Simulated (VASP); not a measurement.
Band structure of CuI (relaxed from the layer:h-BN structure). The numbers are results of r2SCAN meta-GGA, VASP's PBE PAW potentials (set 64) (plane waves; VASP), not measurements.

The cell holds a wide vacuum, so values per volume refer to the whole cell. Unless said otherwise, spin-orbit coupling is left out, though it shifts the bands of the heavy elements here.

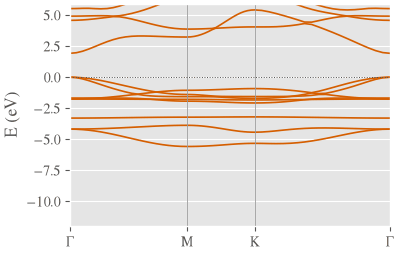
Figure: Bands along high-symmetry lines, zero at the valence-band maximum or, without a gap, the Fermi level

Task: Read the plot: is there a gap, and where are the band edges?

Result: The gap is direct, 1.92 eV, from the valence maximum at Γ to the conduction minimum at Γ.

The cell is a sheet with vacuum, built from a generated structure.
